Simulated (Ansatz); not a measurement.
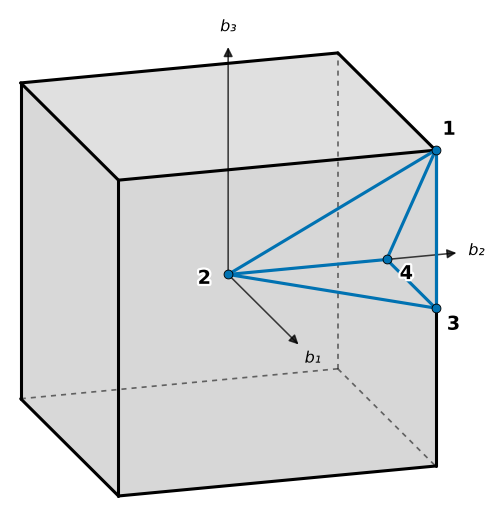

For NaSrI3, the input geometry of an electronic-structure calculation (not necessarily at equilibrium); the starting structure was generated, so it need not be a known form of this composition: the first Brillouin zone of a simple cubic lattice (cP; extended symbol cP2) is drawn with its special points numbered. Geometry calculated from the standardised cell; symmetry tolerance 0.002 Å.

a = 6.398 Å, b = 6.398 Å, c = 6.398 Å, α = 90.00°, β = 90.00°, γ = 90.00°.

Labels and path follow the convention of Hinuma et al. (2017), as computed by seekpath; the arrows show the directions of the reciprocal primitive vectors b₁, b₂, b₃, in which coordinates are given.

Which special point is each number?

| no. | label | coordinates |
| --- | --- | --- |
| 1 | R | (1/2, 1/2, 1/2) |
| 2 | Γ | (0, 0, 0) |
| 3 | M | (1/2, 1/2, 0) |
| 4 | X | (0, 1/2, 0) |
